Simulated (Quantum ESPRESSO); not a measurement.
# Collinear magnetic orders of MnCO3 (Rhodochrosite) with Quantum ESPRESSO, part 2 of 2

Aim: find out which collinear order of MnCO3 (Rhodochrosite) costs least.

Quantum ESPRESSO 7.5; PBEsol; plane waves with GBRV 1.5 PBEsol potentials, no spin-orbit coupling.

So far, absolute magnetization (μB): step 2 (run 1 (ferro ++)) 10.

## 3. Run 2, typed as antiferro +−

pw.in

```
&CONTROL
  calculation = 'scf'
  prefix = 'pwscf'
  outdir = './tmp'
  pseudo_dir = './pseudo'
  disk_io = 'nowf'
/
&SYSTEM
  ibrav = 0
  celldm(1) = 8
  nat = 10
  ntyp = 4
  ecutwfc = 40
  ecutrho = 280
  nbnd = 50
  occupations = 'smearing'
  smearing = 'fd'
  degauss = 0.00367493
  nspin = 2
  starting_magnetization(1) = 0.3
  starting_magnetization(2) = -0.3
  starting_magnetization(3) = 0
  starting_magnetization(4) = 0
/
&ELECTRONS
  conv_thr = 2d-08
  electron_maxstep = 150
  mixing_beta = 0.3
/
ATOMIC_SPECIES
Mn1    54.9380 mn_pbesol_v1.5.uspp.F.UPF
Mn2    54.9380 mn_pbesol_v1.5.uspp.F.UPF
C      12.0110 c_pbesol_v1.2.uspp.F.UPF
O      15.9990 o_pbesol_v1.2.uspp.F.UPF
CELL_PARAMETERS alat
   0.5637289245524    0.3254690463354    1.2316290017248
  -0.5637289245524    0.3254690463354    1.2316290017248
   0.0000000000000   -0.6509380926707    1.2316290017248
ATOMIC_POSITIONS crystal
Mn1     0.0000000000    0.0000000000    0.0000000000
Mn2     0.5000000000    0.5000000000    0.5000000000
C       0.2500000000    0.2500000000    0.2500000000
C       0.7500000000    0.7500000000    0.7500000000
O       0.5195000000    0.9805000000    0.2500000000
O       0.2500000000    0.5195000000    0.9805000000
O       0.9805000000    0.2500000000    0.5195000000
O       0.4805000000    0.0195000000    0.7500000000
O       0.7500000000    0.4805000000    0.0195000000
O       0.0195000000    0.7500000000    0.4805000000
K_POINTS automatic
6 6 6 0 0 0
```

The run is started by

```
> OMP_NUM_THREADS=1 mpirun -n 4 pw.x -nk 4 -in pw.in > pw.out
```

Output:

```text
[banner, memory and clock lines left out]
Program PWSCF v.7.5 starts

     Message from routine setup:
     using ibrav=0 with symmetry is DISCOURAGED, use correct ibrav instead

     bravais-lattice index     =            0
     lattice parameter (alat)  =       8.0000  a.u.
     unit-cell volume          =     694.1944 (a.u.)^3
     number of atoms/cell      =           10
     number of atomic types    =            4
     number of electrons       =        74.00
     number of Kohn-Sham states=           50
     kinetic-energy cutoff     =      40.0000  Ry
     charge density cutoff     =     280.0000  Ry
     scf convergence threshold =      2.0E-08
     mixing beta               =       0.3000
     number of iterations used =            8  plain     mixing
     Exchange-correlation= SLA  PW   PSX  PSC
                           (   1   4  10   8   0   0   0)

     celldm(1)=   8.000000  celldm(2)=   0.000000  celldm(3)=   0.000000
     celldm(4)=   0.000000  celldm(5)=   0.000000  celldm(6)=   0.000000

     crystal axes: (cart. coord. in units of alat)
               a(1) = (   0.563729   0.325469   1.231629 )
               a(2) = (  -0.563729   0.325469   1.231629 )
               a(3) = (   0.000000  -0.650938   1.231629 )

     reciprocal axes: (cart. coord. in units 2 pi/alat)
               b(1) = (  0.886951  0.512081  0.270644 )
               b(2) = ( -0.886951  0.512081  0.270644 )
               b(3) = (  0.000000 -1.024163  0.270644 )

     PseudoPot. # 1 for Mn read from file:
     mn_pbesol_v1.5.uspp.F.UPF
     Pseudo is Ultrasoft + core correction, Zval = 15.0

     PseudoPot. # 2 for Mn read from file:
     mn_pbesol_v1.5.uspp.F.UPF
     Pseudo is Ultrasoft + core correction, Zval = 15.0

     PseudoPot. # 3 for C  read from file:
     c_pbesol_v1.2.uspp.F.UPF
     Pseudo is Ultrasoft + core correction, Zval =  4.0

     PseudoPot. # 4 for O  read from file:
     o_pbesol_v1.2.uspp.F.UPF
     Pseudo is Ultrasoft + core correction, Zval =  6.0

     atomic species   valence    mass     pseudopotential
     Mn1              15.00    54.93800     Mn( 1.00)
     Mn2              15.00    54.93800     Mn( 1.00)
     C                 4.00    12.01100     C ( 1.00)
     O                 6.00    15.99900     O ( 1.00)

     Starting magnetic structure
     atomic species   magnetization
     Mn1             0.300
     Mn2            -0.300
     C               0.000
     O               0.000

      6 Sym. Ops., with inversion, found

   Cartesian axes

     site n.     atom                  positions (alat units)
         1        Mn1    tau(   1) = (   0.0000000   0.0000000   0.0000000  )
         2        Mn2    tau(   2) = (   0.0000000   0.0000000   1.8474435  )
         3        C      tau(   3) = (   0.0000000   0.0000000   0.9237218  )
         4        C      tau(   4) = (   0.0000000   0.0000000   2.7711653  )
         5        O      tau(   5) = (  -0.2598790   0.3254690   2.1553508  )
         6        O      tau(   6) = (  -0.1519249  -0.3877964   2.1553508  )
         7        O      tau(   7) = (   0.4118040   0.0623273   2.1553508  )
         8        O      tau(   8) = (   0.2598790  -0.3254690   1.5395363  )
         9        O      tau(   9) = (   0.1519249   0.3877964   1.5395363  )
        10        O      tau(  10) = (  -0.4118040  -0.0623273   1.5395363  )

     number of k points=    40  Fermi-Dirac smearing, width (Ry)=  0.0037
                       cart. coord. in units 2pi/alat
        k(    1) = (   0.0000000   0.0000000   0.0000000), wk =   0.0046296
        k(    2) = (   0.0000000  -0.1706938   0.0451074), wk =   0.0277778
        k(    3) = (   0.0000000  -0.3413876   0.0902148), wk =   0.0277778
        k(    4) = (   0.0000000   0.5120815  -0.1353221), wk =   0.0138889
        k(    5) = (  -0.1478252  -0.0853469   0.0902148), wk =   0.0277778
        [... 35 further k-points ...]

     Dense  grid:    54851 G-vectors     FFT dimensions: (  60,  60,  60)

     Smooth grid:    23739 G-vectors     FFT dimensions: (  45,  45,  45)

     Check: negative core charge=   -0.000031
     Generating pointlists ...
     new r_m :   0.2137 (alat units)  1.7092 (a.u.) for type    1
     new r_m :   0.2137 (alat units)  1.7092 (a.u.) for type    2
     new r_m :   0.1253 (alat units)  1.0027 (a.u.) for type    3
     new r_m :   0.1253 (alat units)  1.0027 (a.u.) for type    4

     Initial potential from superposition of free atoms

     starting charge      72.9998, renormalised to      74.0000
     Starting wfcs are   58 randomized atomic wfcs

     Self-consistent Calculation

     iteration #  1     ecut=    40.00 Ry     beta= 0.30
     Davidson diagonalization with overlap
     ethr =  1.00E-02,  avg # of iterations =  3.1

     total energy              =    -638.47007876 Ry
     estimated scf accuracy    <       1.17519035 Ry

     total magnetization       =    -0.00 Bohr mag/cell
     absolute magnetization    =     9.54 Bohr mag/cell

     iteration #  2     ecut=    40.00 Ry     beta= 0.30
     Davidson diagonalization with overlap
     ethr =  1.59E-03,  avg # of iterations =  2.0

     total energy              =    -638.64363592 Ry
     estimated scf accuracy    <       0.08916122 Ry

     total magnetization       =     0.00 Bohr mag/cell
     absolute magnetization    =     9.46 Bohr mag/cell

     [... further iterations left out ...]

     iteration # 11     ecut=    40.00 Ry     beta= 0.30
     Davidson diagonalization with overlap
     ethr =  7.31E-10,  avg # of iterations =  2.0

     negative rho (up, down):  3.629E-04 3.629E-04

     total energy              =    -638.65634135 Ry
     estimated scf accuracy    <       0.00000002 Ry

     total magnetization       =     0.00 Bohr mag/cell
     absolute magnetization    =     9.52 Bohr mag/cell

     iteration # 12     ecut=    40.00 Ry     beta= 0.30
     Davidson diagonalization with overlap
     ethr =  3.01E-11,  avg # of iterations =  2.2

     negative rho (up, down):  3.628E-04 3.628E-04

     Magnetic moment per site  (integrated on atomic sphere of radius R)
     atom   1 (R=0.214)  charge= 12.5048  magn=  4.1676
     atom   2 (R=0.214)  charge= 12.5048  magn= -4.1676
     atom   3 (R=0.125)  charge=  1.3015  magn= -0.0000
     atom   4 (R=0.125)  charge=  1.3015  magn= -0.0000
     atom   5 (R=0.125)  charge=  3.2974  magn=  0.0000
     atom   6 (R=0.125)  charge=  3.2974  magn=  0.0000
     atom   7 (R=0.125)  charge=  3.2974  magn=  0.0000
     atom   8 (R=0.125)  charge=  3.2974  magn=  0.0000
     atom   9 (R=0.125)  charge=  3.2974  magn=  0.0000
     atom  10 (R=0.125)  charge=  3.2974  magn=  0.0000

     End of self-consistent calculation

     [... lines left out ...]
     the Fermi energy is     9.1814 ev

!    total energy              =    -638.65634141 Ry
     estimated scf accuracy    <       0.00000001 Ry
     smearing contrib. (-TS)   =      -0.00000000 Ry
     internal energy E=F+TS    =    -638.65634141 Ry

     The total energy is F=E-TS. E is the sum of the following terms:
     one-electron contribution =    -328.61968500 Ry
     hartree contribution      =     199.25901093 Ry
     xc contribution           =    -103.59132199 Ry
     ewald contribution        =    -405.70434535 Ry

     total magnetization       =     0.00 Bohr mag/cell
     absolute magnetization    =     9.52 Bohr mag/cell

     convergence has been achieved in  12 iterations
```

Elapsed: 82 s, on 4 MPI ranks of Arm Neoverse V2, shared host; peak memory 0.76 GiB; 5.5 min of CPU time.

Spin moment in the atom's sphere by atom:

```csv
atom,spin moment in the atom's sphere (μB)
Mn1,4.17
Mn2,-4.17
C3,0.00
C4,0.00
O5,0.00
O6,0.00
O7,0.00
O8,0.00
O9,0.00
O10,0.00
```

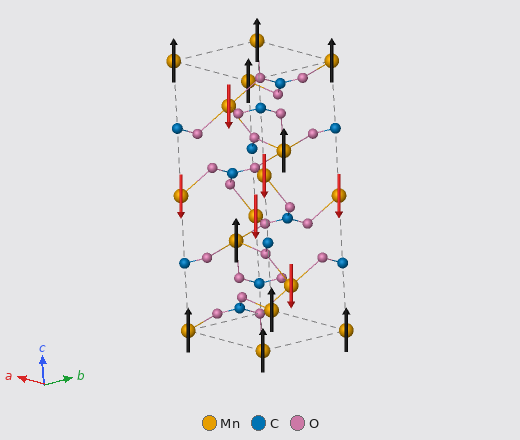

Spin moment in the atom's sphere as arrows, the longest 4.17 μB. Up and down stand for the sign. Arrows give size and sign along the axis of quantisation, drawn up and down the page. The two directions have two colours. Bonds to atoms that aren't drawn are left out. Some periodic images of atoms are drawn too.

Numbers from this step:

```yaml
smearing_term_ts: 1.07e-10 eV
magnetization: 0 μB
absolute_magnetization: 9.516 μB
final_state: antiferromagnetic
```

## 4. Energies of the orders

An order is kept where moments of 0.15 μB or more survive with the typed signs; meshes match where a doubled cell samples the same k points as the first cell.

Orders:

```csv
start,final state,typed order kept,energy over the lowest (meV a seeded atom),largest site moment (μB),net moment (μB a cell of the first run),mesh matched,CPU time (s)
ferro ++,ferromagnetic,yes,40.69,4.199,10,yes,280.9
antiferro +-,antiferromagnetic,yes,0,4.168,0,yes,328.1
```

## 5. Outcome

```
lowest state found      : antiferromagnetic (from antiferro +-)
largest site moment     : 4.17 μB
next state with moments : ferromagnetic, 40.7 meV a seeded atom higher
```

This is the lowest of 2 collinear or spinless starts, no proof of the ground state. No Hubbard term acts here. In such compounds local and semilocal functionals without one often delocalise the d electrons, and can shrink or lose moments and miss the size, sign and order of the couplings.

[Logs and program files are shortened in this print: banners, set-up blocks, solver, clock and traceback lines can be left out without a mark of their own.]

[Logs are printed without paths, hosts, clocks, repeated set-up lines and the standing remarks that a program may print on its own settings, such as how far it seeks lower states.]

[Hosts, paths, dates, database ids (printed as entryN), source tags and the programs' standing remarks are cut or masked in the printed files.]

[Where a cell is said to come from a database of computed structures, the database is the Materials Project.]
